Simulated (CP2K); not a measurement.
Consider 3-methoxypyridine at its PBE geometry (Å).

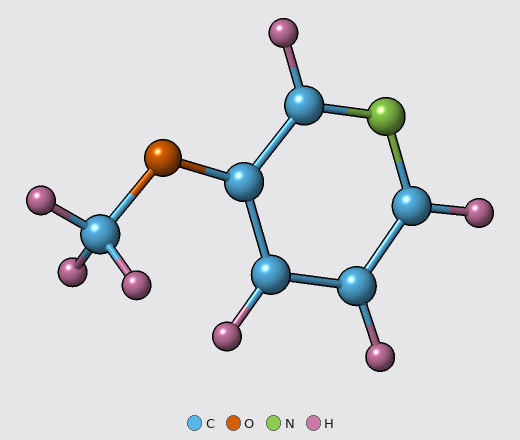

The molecule (carbon blue, oxygen orange, nitrogen green, hydrogen pink).

```xyz
15

C    -2.4646   -0.5484   -0.0808
O    -1.6492    0.6282   -0.1709
C    -0.2933    0.4584   -0.0733
C     0.3653   -0.7629    0.1025
C     1.7618   -0.7462    0.1870
C     2.4375    0.4686    0.0951
N     1.8076    1.6495   -0.0767
C     0.4761    1.6353   -0.1591
H    -2.2366   -1.2543   -0.8951
H    -2.3329   -1.0508    0.8902
H    -3.4985   -0.2012   -0.1756
H    -0.1802   -1.7018    0.1734
H     2.3149   -1.6755    0.3226
H     3.5266    0.5094    0.1603
H    -0.0344    2.5917   -0.2995
```

Method: CP2K XAS_TDP, all-electron GAPW, PBEh(45%), aug-cc-pVDZ, TDA, no relativity.

**Question.** Predict the bright core excitations at the N K edge.

Leading lines: N7 394.78 eV. The leading line of an atom is its first one with 35 % of the strongest within 2.5 eV of its lowest line over the strength cut. 

The first six lines of each atom with a strength over 0.0015:

| atom | energy (eV) | states | strength, one atom |
| --- | --- | --- | --- |
| N7 (bonded to 2 C) | 394.78 | 1 | 0.0528 |
|  | 401.69 | 1 | 0.0022 |
|  | 402.10 | 1 | 0.0048 |
|  | 402.17 | 1 | 0.0025 |
|  | 402.42 | 1 | 0.0021 |
|  | 402.54 | 1 | 0.0029 |

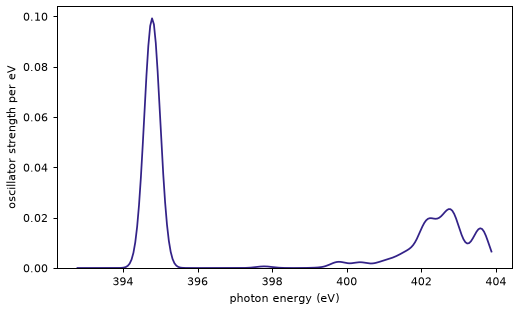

All atoms added, broadened by 0.5 eV.

Lines are vertical, at one geometry, with no vibrational structure. Without a correction of the core level, line positions, and the gaps between valence and Rydberg lines, follow the share of exact exchange. At this level such K lines come out 3 to 6 eV under measured ones. These values hold no scalar relativity, about 0.2 eV for N 1s. Rydberg lines, and the discretised continuum above threshold, depend on the basis and the box.

[Banner, clock and machine lines of the logs are left out without a mark of their own.]

[Logs are printed without paths, hosts, clocks, repeated set-up lines and the standing remarks that a program may print on its own settings, such as how far it seeks lower states.]

[Hosts, paths, dates, database ids (printed as entryN), source tags and the programs' standing remarks are cut or masked in the printed files.]
